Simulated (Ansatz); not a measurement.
C$_{2}$H$_{8}$BN: several calculations on one system

**1. Relaxation**

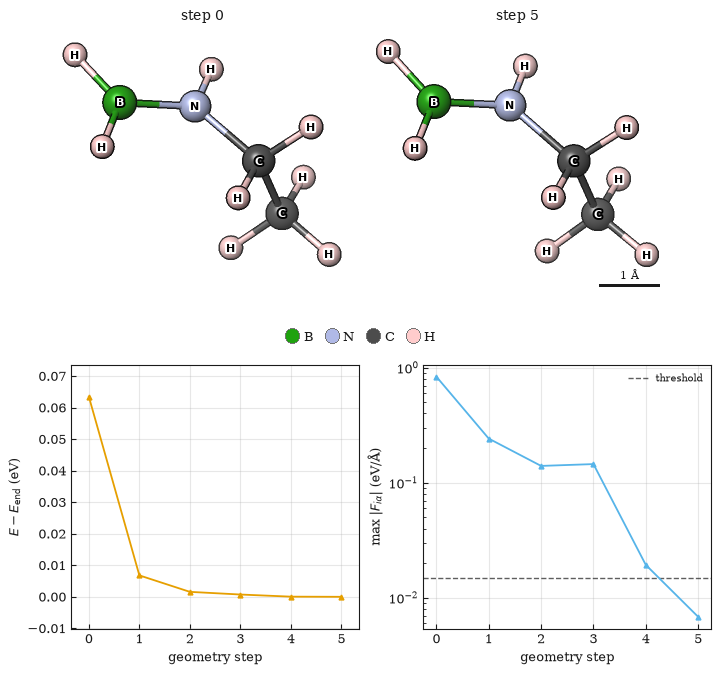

First and last geometry of a relaxation of C2H8BN, with the history of the run. Style: ball-and-stick. Shown from a free direction.

The run prepares an end point of a later path (torsion) calculation, from a guessed geometry.

These are results of Ansatz 0.2.0, RKS B3LYP/def2-SVP, not measurements.

The input:
```yaml
crystal:
  periodic: [false, false, false]
  atoms:
    - { symbol: B, position_ang: [-1.71087, 1.00813, 0.30765] }
    - { symbol: "N", position_ang: [-0.34972, 0.8087, 0.28988] }
    - { symbol: C, position_ang: [0.36813, -0.42969, 0.49439] }
    - { symbol: C, position_ang: [1.16832, -0.82951, -0.74433] }
    - { symbol: H, position_ang: [-2.12554, 2.08501, 0.10422] }
    - { symbol: H, position_ang: [-2.41798, 0.1001, 0.53018] }
    - { symbol: H, position_ang: [0.28012, 1.57387, 0.09074] }
    - { symbol: H, position_ang: [-0.35959, -1.20728, 0.73154] }
    - { symbol: H, position_ang: [1.05125, -0.3255, 1.34817] }
    - { symbol: H, position_ang: [1.90809, -0.06769, -0.98457] }
    - { symbol: H, position_ang: [1.68488, -1.77006, -0.57104] }
    - { symbol: H, position_ang: [0.50291, -0.94608, -1.59683] }
basis:
  gaussian: { orbitals: def2-SVP }
hamiltonian:
  xc: b3lyp
relax:
  f_tol: 0.015
  max_steps: 40
output:
  orbitals: {}
```

Launched with:
```bash
ansatz run input.yaml --threads 2 --pin off --max-ram 3072MiB --backend cpu --events-out ev --progress --plain --runs-dir out
```

What do the curves and the structures tell?

It converged. The energy falls by 0.063 eV in 5 geometry steps. The largest force component goes from 0.84 to 0.0068 eV/Å. H5 moves most after the best rigid fit: 0.064 Å. Largest moves by element: H 0.064 Å, C 0.021 Å, B 0.020 Å, N 0.015 Å. Some distances before and after: B1–H5 1.172 → 1.208 Å, B1–N2 1.376 → 1.390 Å, N2–C3 1.446 → 1.456 Å, C3–H8 1.091 → 1.101 Å.

**2. Relaxation**

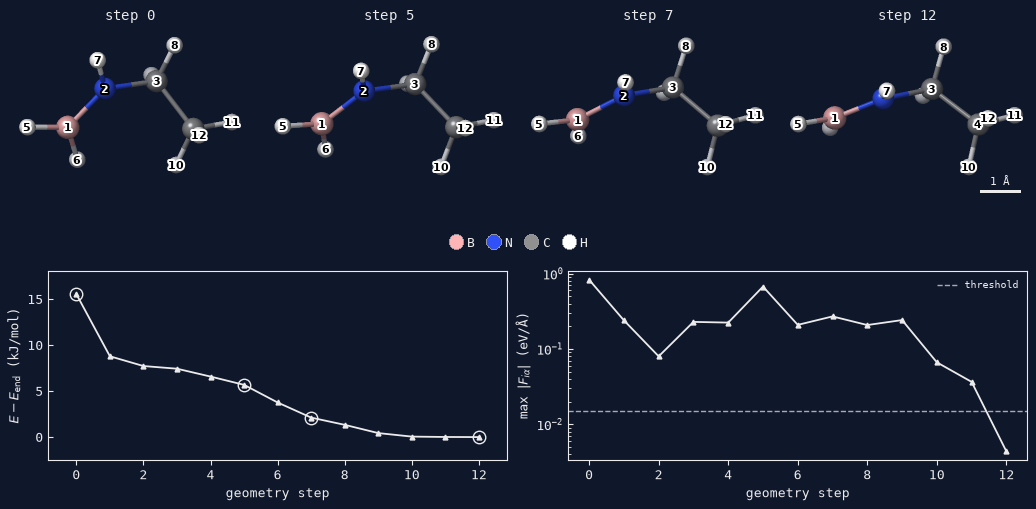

Frames of a relaxation of C₂H₈BN, marked on the history of the run. Style: ball-and-stick. Shown at a tilt.

The run prepares an end point of a later path (torsion) calculation, from a guessed geometry.

The calculation used RKS B3LYP/def2-SVP (Ansatz).

The input:
```yaml
crystal:
  periodic: [false, false, false]
  atoms:
    - { symbol: B, position_ang: [-1.71087, 1.00813, 0.30765] }
    - { symbol: "N", position_ang: [-0.34972, 0.8087, 0.28988] }
    - { symbol: C, position_ang: [0.36813, -0.42969, 0.49439] }
    - { symbol: C, position_ang: [0.12843, -0.9968, 1.89279] }
    - { symbol: H, position_ang: [-2.12554, 2.08501, 0.10422] }
    - { symbol: H, position_ang: [-2.41798, 0.1001, 0.53018] }
    - { symbol: H, position_ang: [0.28012, 1.57387, 0.09074] }
    - { symbol: H, position_ang: [1.43169, -0.23147, 0.35292] }
    - { symbol: H, position_ang: [0.05305, -1.1688, -0.25454] }
    - { symbol: H, position_ang: [-0.92826, -1.21188, 2.04274] }
    - { symbol: H, position_ang: [0.69068, -1.91734, 2.02684] }
    - { symbol: H, position_ang: [0.44524, -0.27884, 2.64598] }
basis:
  gaussian: { orbitals: def2-SVP }
hamiltonian:
  xc: b3lyp
relax:
  f_tol: 0.015
  max_steps: 40
```

Command:
```bash
ansatz run input.yaml --threads 2 --pin off --max-ram 3072MiB --backend cpu --events-out ev --progress --plain --runs-dir out
```

Q: What happens along the run?

A: After 12 geometry steps the energy has fallen by 15.6 kJ/mol. The largest force component goes from 0.83 to 0.0044 eV/Å. The atom that moves furthest after the best rigid fit is H6 (1.12 Å). Largest moves by element: H 1.12 Å, B 0.37 Å, C 0.27 Å, N 0.26 Å. Among the contacts that change: B1–H5 1.172 → 1.208 Å, C3–H8 1.091 → 1.106 Å, B1–N2 1.376 → 1.390 Å, C4–H10 1.089 → 1.102 Å. Bond angles that change, for instance: N2–C3–H9 109.7° → 107.6°. Groups turn about N2–C3 by about 55°. From step 0 to 5: H6 moves most (0.49 Å), energy −9.87 kJ/mol. From step 5 to 7: H6 moves most (0.38 Å), energy −3.56 kJ/mol. From step 7 to 12: H6 moves most (0.28 Å), energy −2.12 kJ/mol.

```csv
step,"E − E(0), kJ/mol","largest force component, eV/Å"
0,0.00,0.8299
1,-6.76,0.2403
2,-7.82,0.0800
3,-8.12,0.2293
4,-8.97,0.2245
5,-9.87,0.6748
6,-11.79,0.2094
7,-13.44,0.2711
8,-14.22,0.2083
9,-15.12,0.2424
10,-15.50,0.0666
11,-15.54,0.0367
12,-15.56,0.0044
```

**3. Path**

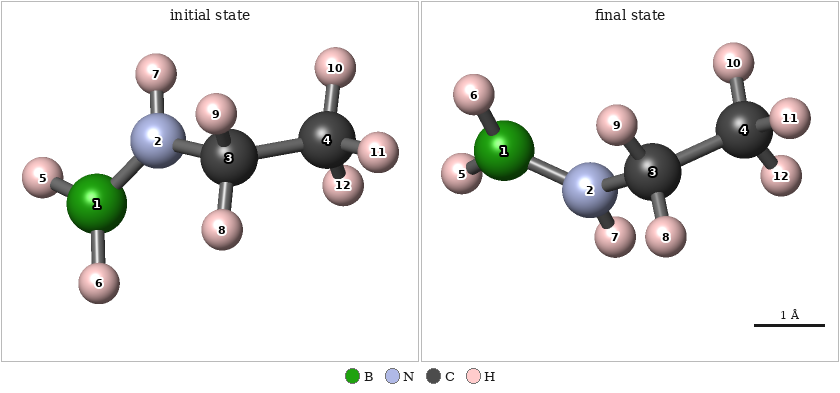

The two relaxed end points of a path for C$_{2}$H$_{8}$BN. Style: ball-and-stick. Shown at a tilt.

Method: RKS B3LYP/def2-SVP in Ansatz 0.2.0.

Input file:
```yaml
crystal:
  periodic: [false, false, false]
  atoms:
    - { symbol: B, position_ang: [-1.723223, 1.022907, 0.312578] }
    - { symbol: "N", position_ang: [-0.347807, 0.82158, 0.297181] }
    - { symbol: C, position_ang: [0.376962, -0.427425, 0.48295] }
    - { symbol: C, position_ang: [1.178601, -0.846842, -0.749131] }
    - { symbol: H, position_ang: [-2.152637, 2.137001, 0.128845] }
    - { symbol: H, position_ang: [-2.45655, 0.082427, 0.511124] }
    - { symbol: H, position_ang: [0.261246, 1.617876, 0.125201] }
    - { symbol: H, position_ang: [-0.359126, -1.204328, 0.740299] }
    - { symbol: H, position_ang: [1.058496, -0.337607, 1.349657] }
    - { symbol: H, position_ang: [1.924023, -0.08075, -1.022506] }
    - { symbol: H, position_ang: [1.722628, -1.786033, -0.55923] }
    - { symbol: H, position_ang: [0.517385, -0.998806, -1.616969] }
basis:
  gaussian: { orbitals: def2-SVP }
hamiltonian:
  xc: b3lyp
neb:
  order_check: false
  images: 5
  f_tol: 0.05
  max_iterations: 60
  initial_path: idpp
  final_atoms:
    - { symbol: B, position_ang: [-1.33012327, 1.38122996, 0.65616562] }
    - { symbol: "N", position_ang: [-0.85953044, 0.35250565, -0.15192724] }
    - { symbol: C, position_ang: [0.06173857, -0.7167266, 0.20630428] }
    - { symbol: C, position_ang: [1.3741546, -0.66628375, -0.57573992] }
    - { symbol: H, position_ang: [-2.08695511, 2.19583679, 0.18379055] }
    - { symbol: H, position_ang: [-0.97430775, 1.43659022, 1.81028956] }
    - { symbol: H, position_ang: [-1.15950766, 0.31681859, -1.12329335] }
    - { symbol: H, position_ang: [-0.42389032, -1.69756382, 0.04536402] }
    - { symbol: H, position_ang: [0.25954808, -0.63689844, 1.28613237] }
    - { symbol: H, position_ang: [1.90897198, 0.27819181, -0.38784131] }
    - { symbol: H, position_ang: [2.03293334, -1.50104971, -0.28720721] }
    - { symbol: H, position_ang: [1.19696599, -0.74265072, -1.66203836] }
```

Command:
```bash
ansatz run input.yaml --threads 2 --pin off --max-ram 3072MiB --backend cpu --events-out ev --progress --plain --runs-dir out
```

> What barrier does the band find between them, and by what path?

The two ends have the same energy, and the highest point, image 3, lies 8.6 kJ/mol above the start. The motion is a rotation about the N2–C3 bond by about 125°. No bond forms or breaks between the ends. Bond angles that change up to the highest image, for instance: N2–C3–H8 107.6° → 109.6°. The band is converged.

Energies of the converged images:

```csv
image,path (Å),E (kJ/mol)
0,0.00,0.0
1,0.71,2.0
2,1.42,6.2
3,2.13,8.6
4,2.84,6.2
5,3.55,1.9
6,4.25,0.0
```

The geometry at the top of the path:

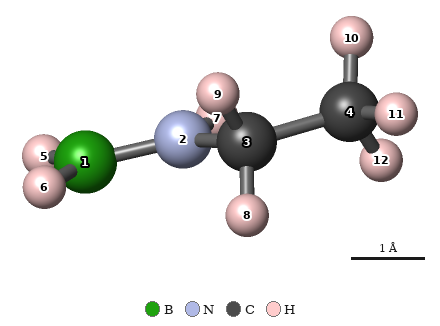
